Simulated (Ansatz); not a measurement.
# BH3O2 (SMILES OBO): BLYP/def2-TZVP

Aim: the energy change on altering one bond length of BH3O2 at BLYP/def2-TZVP, from 2 runs. 

The results are computed with Ansatz 0.2.0.

54 further runs of the same task are left out: 54 set aside as unsound or not needed.

**1. The molecule**

BH3O2: 6 atoms, total charge 0, spin state singlet. As SMILES, `OBO`. The shape is that of a PBE0-D4/def2-TZVP optimisation. This is one conformer, not always the lowest.

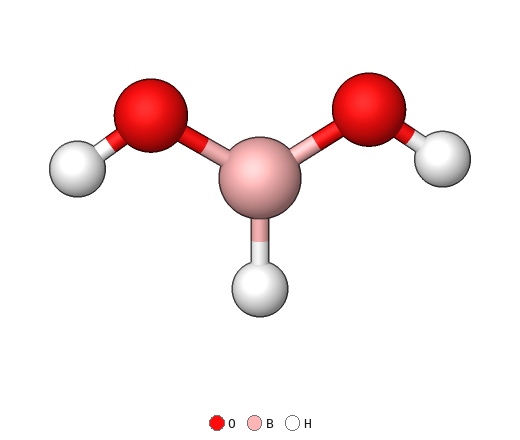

The structure, seen from a chosen angle (oxygen red, boron pink, hydrogen white).

**2. A single-point energy at BLYP/def2-TZVP**

Input file in.yaml:

```yaml
crystal:
  periodic: [false, false, false]
  atoms:
    - {symbol: O, position_ang: [-1.176200, -0.524500, -0.251800]}
    - {symbol: B, position_ang: [0.049500, 0.028100, -0.072900]}
    - {symbol: O, position_ang: [0.580600, -0.053800, 1.172500]}
    - {symbol: H, position_ang: [-1.494700, -0.433500, -1.150600]}
    - {symbol: H, position_ang: [0.637800, 0.565600, -0.976100]}
    - {symbol: H, position_ang: [1.445200, 0.354100, 1.232800]}
basis:
  gaussian:
    orbitals: def2-TZVP
hamiltonian:
  xc: {name: BLYP}
accuracy: high
output:
  orbitals: {seedname: orbitals}
```

Command:

```
$ ansatz run in.yaml --threads 1 --pin off --max-ram 3480MiB --events-out events.jsonl --progress --plain --runs-dir runs
```

The log of the run:

```text
Warning: RAYON_NUM_THREADS=1 ignored (pool sized by the plan → 1); use --threads N
Functional definition: BLYP
  name "BLYP"
  parameter beta = 0.0042
  parameter a = 0.04918
  parameter b = 0.132
  parameter c = 0.2533
  parameter d = 0.349
  exchange = b88_x(beta = beta)
  correlation = lyp_c(a = a, b = b, c = c, d = d)
1972 factors; integrals over basis functions are off by at most 3.6e-9 eV
mean field evaluation 1: about -4812.4878 eV, gradient 8.1e1 eV
mean field evaluation 2: about -4773.5693 eV, gradient 1.6e2 eV
mean field evaluation 4: about -4822.9310 eV, gradient 5.4e0 eV
mean field evaluation 8: about -4823.0004 eV, gradient 2.7e-2 eV
mean field evaluation 16: about -4823.0004 eV, gradient 9.6e-7 eV
mean field -4823.00040745 eV, -177.2419958267 hartree, gradient 5.5e-8 eV, S^2 0.000000; 0 other end points of the search recorded, 0 dependent functions left out
reference -4823.00045490 eV, -177.2419975703 hartree; 12, 12 occupied and 99, 99 virtual orbitals, 1972 factors
Total energy: -4823.00045490 eV, -177.2419975703 hartree
```

Run time: 2.7 s. Hardware: 1 thread of AMD EPYC 9R45 (Zen 5), shared host; peak memory 0.27 GiB.

**3. The distorted shape at the same level**

Input file molecule.yaml:

```yaml
crystal:
  periodic: [false, false, false]
  atoms:
    - {symbol: O, position_ang: [-1.543939, -0.690293, -0.305474]}
    - {symbol: B, position_ang: [0.049500, 0.028100, -0.072900]}
    - {symbol: O, position_ang: [0.580600, -0.053800, 1.172500]}
    - {symbol: H, position_ang: [-1.862439, -0.599293, -1.204274]}
    - {symbol: H, position_ang: [0.637800, 0.565600, -0.976100]}
    - {symbol: H, position_ang: [1.445200, 0.354100, 1.232800]}
basis:
  gaussian:
    orbitals: def2-TZVP
hamiltonian:
  xc: {name: BLYP}
accuracy: high
output: {orbitals: {seedname: orbitals}}
```

Command:

```
$ ansatz run molecule.yaml --threads 1 --pin off --max-ram 3480MiB --events-out events.jsonl --progress --plain --runs-dir runs
```

The log of the run, shortened:

```text
Warning: RAYON_NUM_THREADS=1 ignored (pool sized by the plan → 1); use --threads N
[... 9 set-up lines as earlier in the session ...]
1955 factors; integrals over basis functions are off by at most 3.4e-9 eV
mean field evaluation 1: about -4810.5338 eV, gradient 8.3e1 eV
mean field evaluation 2: about -4733.7501 eV, gradient 1.9e2 eV
mean field evaluation 4: about -4820.8937 eV, gradient 2.0e1 eV
mean field evaluation 8: about -4821.5304 eV, gradient 5.0e-1 eV
mean field evaluation 16: about -4821.5250 eV, gradient 1.1e-5 eV
mean field -4821.52498317 eV, -177.1877749844 hartree, gradient 3.0e-8 eV, S^2 0.000000; 0 other end points of the search recorded, 0 dependent functions left out
reference -4821.52503251 eV, -177.1877767979 hartree; 12, 12 occupied and 99, 99 virtual orbitals, 1955 factors
Total energy: -4821.52503251 eV, -177.1877767979 hartree
```

Wall time 2.5 s (1 thread of AMD EPYC 9R45 (Zen 5), shared host); peak memory 0.27 GiB.

**4. Results**

At BLYP/def2-TZVP:

```
                                                         quantity          value
                                        first shape: total energy  -177.24200 Eh
                                         first shape: HOMO energy       -7.48 eV
                                         first shape: LUMO energy       -0.02 eV
                                       first shape: HOMO–LUMO gap        7.45 eV
                                    distorted shape: total energy  -177.18778 Eh
                                     distorted shape: HOMO energy       -6.48 eV
                                     distorted shape: LUMO energy       -1.20 eV
                                   distorted shape: HOMO–LUMO gap        5.28 eV
energy change with the O1–B2 bond stretched from 1.356 to 1.763 Å       1.475 eV
```

With the O1–B2 bond stretched from 1.356 to 1.763 Å the energy rises by 1.48 eV (34 kcal/mol). The first shape isn't relaxed at this level, so the change isn't measured from a minimum.
